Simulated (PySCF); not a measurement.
F$_{2}$S···C$_{2}$H$_{6}$O (SMILES FSF.COC)

Input

```
{"job": {"kind": "inter", "xc": "wB97M-D3(BJ)", "basis": "def2-SVPD", "pairs": false}, "charge": 0, "multiplicity": 1, "parts": [{"atoms": "0-2", "charge": 0, "multiplicity": 1}, {"atoms": "3-11", "charge": 0, "multiplicity": 1}]}
F     -0.540558     0.896505     0.272941
S      1.031650     1.167611     0.644248
F      1.478937    -0.409085     0.485005
C     -0.179008     3.960543    -0.394235
O      0.252536     3.440739     0.840431
C     -0.690362     3.595708     1.873651
H     -1.097534     3.454814    -0.735641
H      0.621171     3.786127    -1.122038
H     -0.370593     5.043169    -0.310460
H     -1.634712     3.082750     1.626186
H     -0.894335     4.664789     2.051289
H     -0.263255     3.149655     2.778538
```

Command:

```sh
OMP_NUM_THREADS=1 python cluster_run.py task.json out
```

Geometry: PBE0-D3(BJ)/def2-SVPD.

Level of theory: wB97M-D3(BJ)/def2-SVPD, SCF density, gas phase (PySCF 2.14.0).

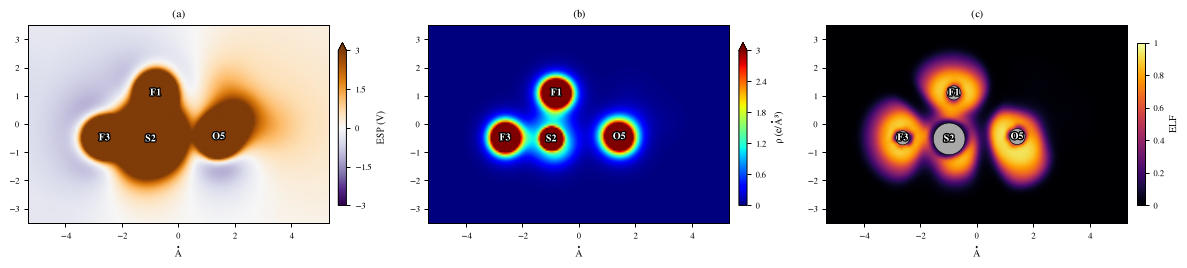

Figure 1. (a) molecular electrostatic potential; (b) total electron density; (c) electron localisation function on the plane of atoms F1, S2 and F3. Grey discs cover the atomic cores in the ELF map.

Interpret the plot.

The section cuts through F, S and O sites. S2···O5 (2.41 Å): the density falls to about 0.25 e/Å³ on the way; the ELF dips to about 0.15 between them. S–F (1.64 Å): ρ is about 1.3 e/Å³ halfway, with its minimum of 1.1 e/Å³ about 0.7 Å from S; the ELF peaks at about 0.80 between the atoms: a shared but strongly polarised pair. The ELF also peaks beside S2, O5, F3 and F1, away from the bonds: lone-pair regions. Outside the dense part of the complex the potential is most negative (−1.1 V) near O5.

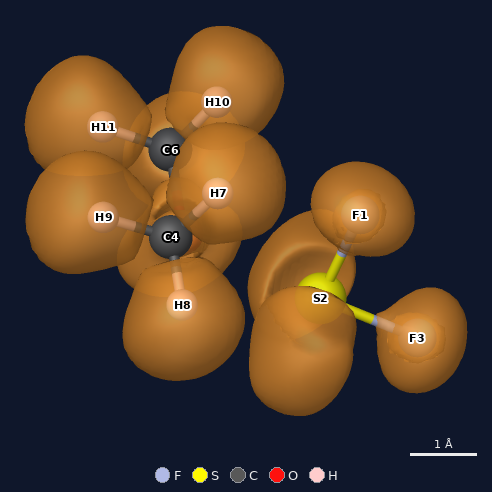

Figure 2. Isosurface of the electron localisation function at 0.75 (orange), seen at an oblique angle. Only the valence region is drawn (cores and ρ < 0.01 e/Å³ removed).

Describe the localisation domains.

At this value the surface marks out six regions around hydrogen nuclei, one region on O in which the atom's valence shell and bonds are merged, two regions wrapped around F (its lone pairs, merged into a ring or cap) and one region wrapped around S (its lone pairs, merged into a ring or cap). Along the contacts the grid gives the following. C–O (1.41 Å): the ELF peaks at about 0.90 between the atoms: a shared but strongly polarised pair.

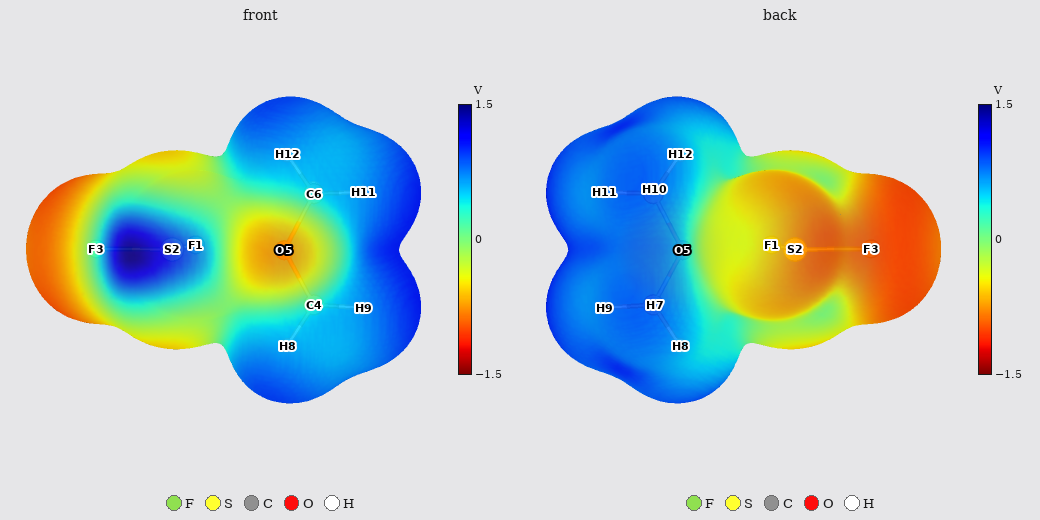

Figure 3. The molecular electrostatic potential painted on the density surface at 0.002 e/bohr³, seen from the front and from behind; red is negative and blue positive.

Where is the surface potential most negative and most positive?

The most negative region (about −1.0 V) lies over F3, the most positive (about +1.3 V) over S2.
